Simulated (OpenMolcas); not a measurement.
**HfH2Cl2O2 (SMILES Cl[Hf](Cl)(O)O): the vertical ionisation energy, rung by rung**

HfH2Cl2O2: 7 atoms, total charge 0, spin state singlet. As SMILES, `Cl[Hf](Cl)(O)O`. The coordinates come from a PBE0-D4/def2-TZVP relaxation. This is one conformer, not always the lowest.

Each level gives the vertical ionisation energy (to the doublet cation) (eV). The values are calculated.

| level | kind | program | value (eV) | CPU time (all runs) |
| --- | --- | --- | --- | --- |
| HF/def2-SVP (core potential) | Hartree–Fock | OpenMolcas | 11.22 | 45 s |
| PBE/def2-SVP (core potential) | GGA | OpenMolcas | 10.29 | 3 min |
| M06-L/def2-SVP (core potential) | meta-GGA | OpenMolcas | 10.69 | 5 min |
| TPSS/def2-SVP (core potential) | meta-GGA | OpenMolcas | 10.42 | 3.2 min |
| B3LYP/def2-SVP (core potential) | global hybrid | OpenMolcas | 10.78 | 1.7 min |

Spin-orbit coupling, which can split open shells on such heavy atoms by tenths of an eV, is left out. The values span 10.29 to 11.22 eV. CPU times are rough (shared hosts, several kinds of processor): they show what a rung costs within a factor of a few.

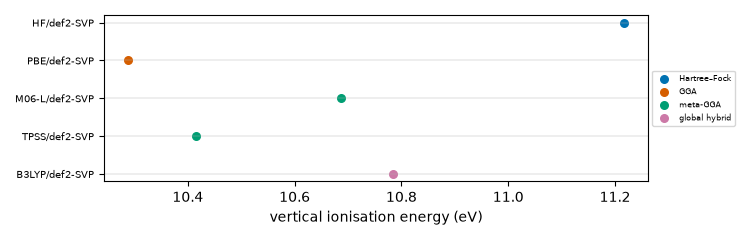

The values of the table, level by level.
